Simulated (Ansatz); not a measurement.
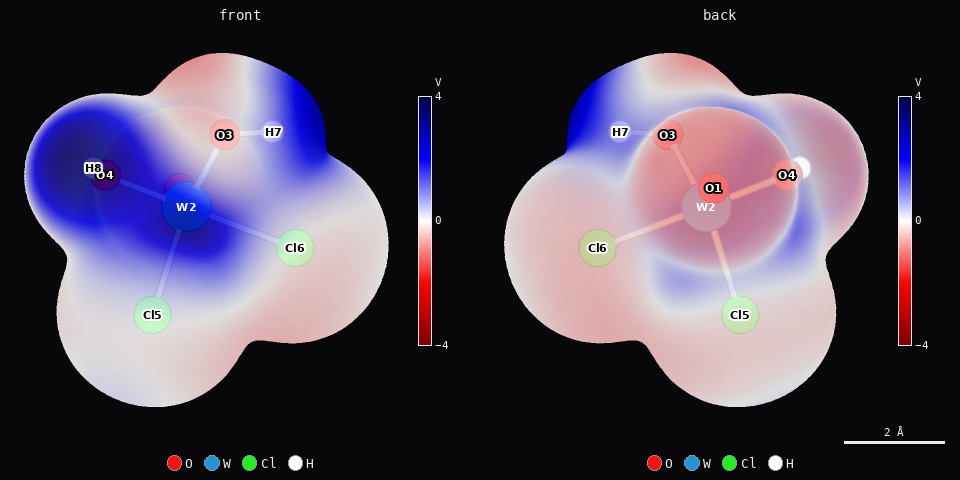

*Cl₂H₂O₃W. The molecular electrostatic potential painted on the density surface at 0.002 e/bohr³, seen from the front and from behind; the colour scale runs from red (negative) to blue (positive).*

Geometry: PBE0-D4/def2-TZVP; core potentials replace the inner electrons of W.

Theory: RKS PBE0-D4/def2-TZVPP in Ansatz 0.2.0.

Input

```
crystal:
  periodic: [false, false, false]
  atoms:
    - {symbol: O, position_ang: [-1.592905, -0.673299, 1.007265]}
    - {symbol: W, position_ang: [-0.398498, 0.067611, 0.090979]}
    - {symbol: O, position_ang: [1.331110, -0.521240, 0.618375]}
    - {symbol: O, position_ang: [-0.212598, -1.146285, -1.312479]}
    - {symbol: Cl, position_ang: [-1.396018, 1.589123, -1.311086]}
    - {symbol: Cl, position_ang: [0.097621, 1.880905, 1.473423]}
    - {symbol: H, position_ang: [1.771092, -0.068868, 1.343202]}
    - {symbol: H, position_ang: [0.492293, -1.184946, -1.965579]}
basis:
  gaussian: {orbitals: def2-TZVPP}
hamiltonian: {xc: pbe0, dispersion: d4}
output: {orbitals: {seedname: orbitals}}
```

Command:

```sh
ansatz run in.yaml --threads 4 --pin off --events-out ev --progress --plain --max-ram 11315MiB
```

Where is the surface potential most negative and most positive?

The most negative region (about −0.9 V) lies over O1, the most positive (about +3.4 V) over H8.
